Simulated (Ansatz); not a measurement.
SnO (litharge type, space group P4/nmm)

```xyz
4
Lattice="3.8362 0.0000 0.0000 0.0000 3.8362 0.0000 0.0000 0.0000 4.7574" Properties=species:S:1:pos:R:3 pbc="T T T"
Sn     1.9181     0.0000     1.1581
Sn     0.0000     1.9181     3.5993
O      0.0000     0.0000     0.0000
O      1.9181     1.9181     0.0000
```

The volume is varied about the relaxed value V₀ at fixed cell shape. The atoms relax within the cell's symmetry.

Method: PBE-D3(BJ) (plane waves to 420 eV, PAW, scalar-relativistic; Ansatz, a quantum-chemistry and plane-wave program). k mesh 12×12×10 (Γ-centred), Fermi-Dirac smearing 0.05 eV. The energy includes the smearing's −TS. With the shape held, the modulus is that of even scaling; a crystal free to change shape is softer. At this level the bands of SnO touch or barely overlap; measurements give the solid a gap. SnO was relaxed with its symmetry unable to fall. The PAW data are Ansatz's earlier set. ΔE is measured from the relaxed starting cell.

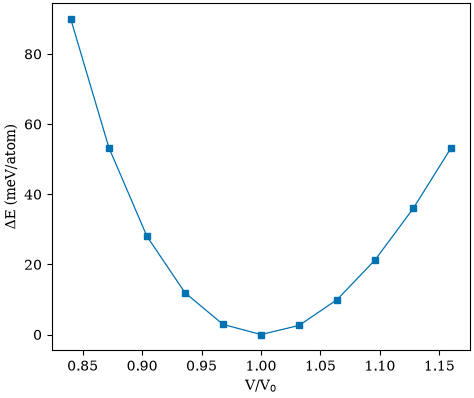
Fig. 1. ΔE (meV/atom) against V/V₀; one marker a computed point.

Problem. What bulk modulus at fixed cell shape B₀ follows from a third-order Birch-Murnaghan fit?

Solution. About 48 GPa.

Problem. What is ΔE at V/V₀ = 1.160?

Solution. About 53 meV/atom.

Problem. What is ΔE at V/V₀ = 0.840?

Solution. About 90 meV/atom.

(A scan under strain: stresses follow from slopes of the energy per volume, elastic moduli from its curvatures.)
